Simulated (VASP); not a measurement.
Input:

```
CELL_PARAMETERS angstrom
     -1.59952     1.59952     3.90831
      1.59952    -1.59952     3.90831
      1.59952     1.59952    -3.90831
ATOMIC_POSITIONS crystal
  Si 0.66475 0.66475 0.00000
  Si 0.33525 0.33525 0.00000
  Mo 0.00000 0.00000 0.00000
```

Computed with r2SCAN+rVV10, VASP's PBE PAW potentials (set 64) (plane waves; VASP). Settings: 520 eV cut-off, 15×15×15 Γ-centred mesh, tetrahedra with Blöchl corrections, potentials Si Mo_sv.

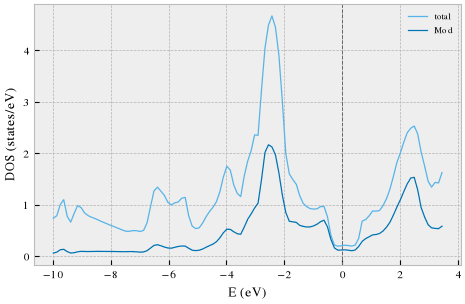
Total and projected density of states, zero at the Fermi level

Within 2 eV below the Fermi level the largest weight inside VASP's projection spheres is Mo d.

It has no gap at this level: it comes out as a metal or semimetal.

The compound is MoSi2 in the MoSi2 type structure. It was relaxed first.
